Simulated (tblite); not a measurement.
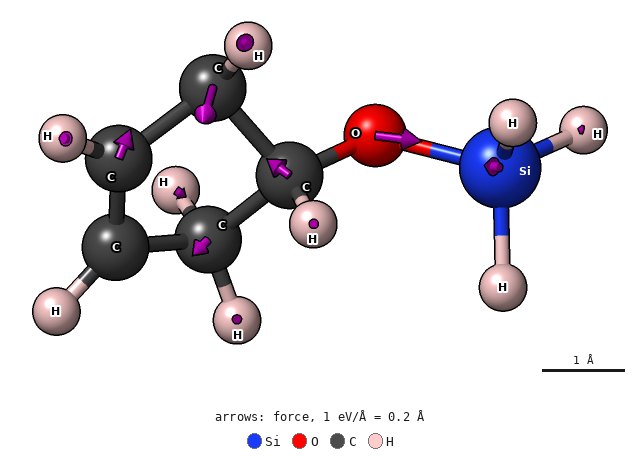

Starting geometry of C5H9OSi (multiplicity 2) with the computed forces as purple arrows. Style: ball-and-stick. Shown from a free direction.

All numbers below come from GFN2-xTB geometry optimisation, gas phase (tblite). 

What follows when this structure is relaxed?

Answer. It isn't relaxed: the largest force vector, on a C atom, is 4.58 eV/Å. The final displacements have little in common with the starting forces (cosine between the two patterns 0.19). The largest move after the best rigid fit is that of an H atom, 1.64 Å. By element the largest moves are H 1.64 Å, C 1.21 Å, O 0.65 Å, Si 0.44 Å. Near-neighbour distances that change, for instance: C–C 1.508 → 1.376 Å, O–Si 1.720 → 1.616 Å, C–H 1.121 → 1.073 Å, C–O 1.361 → 1.405 Å. Among the angles between lasting bonds that change: Si–O–C 114.0° → 131.6°, C–C–H 109.8° → 127.2°, C–C–H 111.0° → 122.2°. Groups turn about C–O by about 65°. The energy falls by 1.502 eV in 159 geometry steps.
